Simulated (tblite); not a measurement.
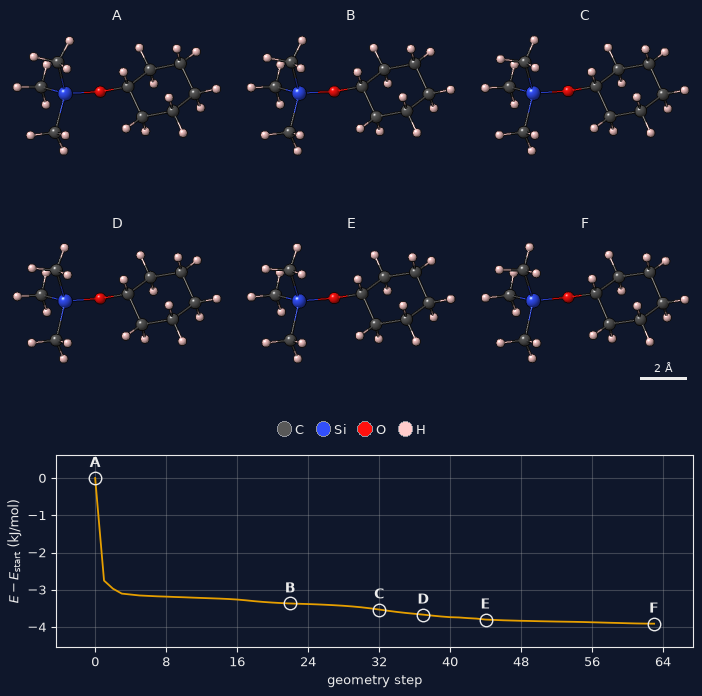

Frames of a relaxation of C$_{9}$H$_{20}$OSi, marked on the history of the run. Style: ball-and-stick. Shown at a tilt.

Level of theory: GFN2-xTB geometry optimisation, gas phase (tblite 0.8.0). 

Q: Describe the path.

A: After 63 geometry steps the energy has fallen by 3.91 kJ/mol. The atom that moves furthest after the best rigid fit is an H atom (0.37 Å). Largest moves by element: H 0.37 Å, C 0.11 Å, O 0.11 Å, Si 0.04 Å. Some distances before and after: C–Si 1.918 → 1.898 Å, C–H 1.109 → 1.091 Å, C–H 1.073 → 1.087 Å, C–C 1.519 → 1.526 Å. From step 0 to 22: an H atom moves most (0.06 Å), energy −3.37 kJ/mol. From step 22 to 32: an H atom moves most (0.09 Å), energy −0.16 kJ/mol. From step 32 to 37: an H atom moves most (0.08 Å), energy −0.14 kJ/mol. From step 37 to 44: an H atom moves most (0.06 Å), energy −0.13 kJ/mol. From step 44 to 63: an H atom moves most (0.08 Å), energy −0.11 kJ/mol.

```tsv
step	E − E(0), kJ/mol
0	0.00
1	-2.75
2	-2.97
3	-3.10
4	-3.13
5	-3.15
6	-3.17
7	-3.18
8	-3.18
9	-3.19
10	-3.20
13	-3.23
16	-3.26
18	-3.31
21	-3.36
24	-3.38
27	-3.42
30	-3.47
32	-3.53
35	-3.62
38	-3.70
41	-3.74
43	-3.78
46	-3.82
49	-3.84
52	-3.85
55	-3.87
57	-3.88
60	-3.90
63	-3.91
```
